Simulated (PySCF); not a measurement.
C$_{6}$H$_{9}$FP (charge +1)

The calculation's input:

```
{"job": {"kind": "nmr", "xc": "PBE0", "basis": "pcSseg-1"}, "charge": 1, "multiplicity": 1}
C     -1.852389     1.858099    -0.296700
C     -1.854951     0.581751     0.060144
P     -0.418463    -0.490759    -0.131947
C     -0.733257    -2.234864     0.264183
C      1.277389     0.180045    -0.100965
C      2.386785     0.670716     0.715528
C      0.835632    -0.073673    -1.335410
F      1.172554    -0.012735    -2.591317
H     -0.984879     2.340366    -0.720314
H     -2.731052     2.471036    -0.178416
H     -2.719438     0.088106     0.485144
H      0.171452    -2.817247     0.090749
H     -1.539424    -2.609552    -0.369886
H     -1.032357    -2.321868     1.310105
H      2.059987     1.488050     1.357797
H      3.192208     1.017096     0.069676
H      2.763206    -0.122536     1.361720
```

Launched as:

```sh
OMP_NUM_THREADS=1 python probes_run.py task.json out
```

Geometry: GFN2-xTB.

Computed with PySCF 2.14.0, PBE0/pcSseg-1, SCF density, gas phase, non-relativistic.

**What will maps of the electron density and electron localisation function show?**

C–F (1.30 Å): ρ at the midpoint is about 2.5 e/Å³; the ELF peaks at about 0.85 between the atoms (a polar covalent bond).
C–C (1.34 Å): ρ is about 2.2 e/Å³ halfway; the ELF peaks at about 0.90 between the atoms; a short, multiple covalent bond.
C–P (1.79 Å): the density is about 1.1 e/Å³ at the midpoint; the ELF peaks at about 0.75 between the atoms: a shared electron pair.
C–H (1.09 Å): ρ is about 2 e/Å³ halfway; the ELF climbs to about 1 towards the hydrogen, as it does in any bond to H (a covalent bond by its length).

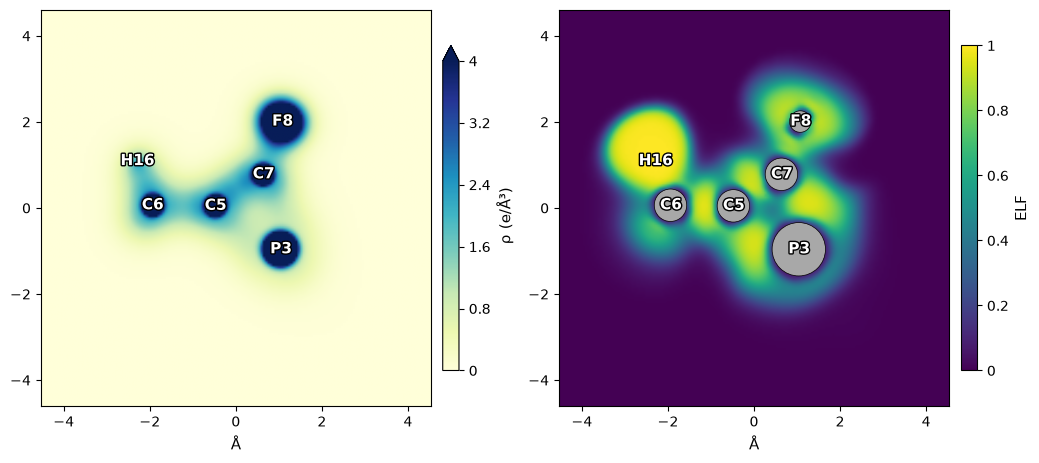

Computed electron density and electron localisation function on the plane of atoms P3, C7 and F8, in this order. Grey discs cover the atomic cores in the ELF map. 
